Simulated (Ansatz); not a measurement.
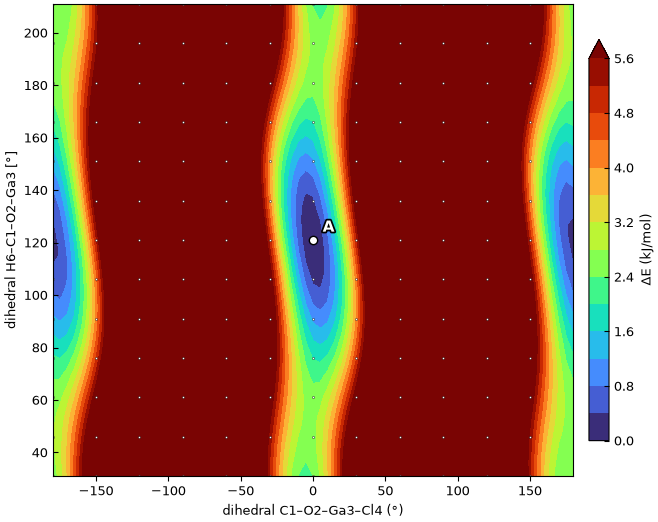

CH3BrClGaO, SMILES C[O][Ga]([Cl])[Br]. Coordinates scanned: (1) dihedral C1–O2–Ga3–Cl4; (2) dihedral H6–C1–O2–Ga3. Nothing is relaxed (all other coordinates rigid). The scan uses a 12 × 13 grid. Points are written as (first, second). Energies are in kJ/mol, from the lowest grid point. Theory: Ansatz, RKS PBE0-D4/def2-SVP.

The picture shows filled contours, dots at the grid points, one colour for all values above the top of the scale, the well A. Between grid points the surface is interpolated.

Where is the minimum, and how stiff is the well along each coordinate? Take the well at A.

The interpolated minimum is at dihedral C1–O2–Ga3–Cl4 ≈ 0°, dihedral H6–C1–O2–Ga3 ≈ 121°. The curvatures there are about 0.43 eV/rad² and 0.11 eV/rad², with a cross term of about 0.099 eV/rad². Round the minimum the valley is somewhat tilted: raising dihedral C1–O2–Ga3–Cl4 shifts the best value of dihedral H6–C1–O2–Ga3 downwards (coupling k₁₂/√(k₁₁k₂₂) about 0.5). (1 eV is 96.5 kJ/mol.)
